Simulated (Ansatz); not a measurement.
Complex (SMILES): F (HF) with F (HF), atoms 1 to 2 the first; geometry from A24 set, monomers rigid:
```xyz
4

H      0.0000     0.8027     1.6953
F      0.0000    -0.0460     1.3403
H      0.0000    -0.1204    -0.4908
F      0.0000     0.0098    -1.4042
```

Basis-set convergence of the counterpoise-corrected interaction energy at MP2 with Ansatz (a program for electronic structure). Cartesian d functions, on some or all atoms, in 6-31G*; all else is spherical. Cores are frozen. No added dispersion term, no relativity. Functions are those of the species that has most. Reference: Hartree-Fock in aug-cc-pV5Z plus the correlation part extrapolated as X^-3 from aug-cc-pVQZ and aug-cc-pV5Z, -4.47 kcal/mol, itself unsure by roughly 0.02 kcal/mol (a third of the extrapolation step and of the last Hartree-Fock step). Deviations are taken from unrounded values.

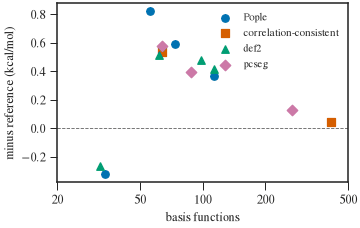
Deviation from the reference against the number of basis functions, by family of sets.

```csv
basis,functions,counterpoise-corrected interaction energy (kcal/mol),minus reference (kcal/mol)
def2-SV(P),32,-4.73,-0.26
6-31G*,34,-4.79,-0.32
6-311+G**,56,-3.65,0.82
def2-SVPD,62,-3.96,0.51
aug-cc-pVDZ,64,-3.94,0.53
aug-pcseg-1,64,-3.90,0.58
"6-311++G(2d,2p)",74,-3.88,0.59
pcseg-2,88,-4.08,0.39
def2-TZVPD,98,-3.99,0.48
"6-311++G(3df,3pd)",114,-4.10,0.37
def2-TZVPPD,114,-4.06,0.41
aug-pcseg-3,268,-4.34,0.13
aug-cc-pV5Z,414,-4.43,0.04
```
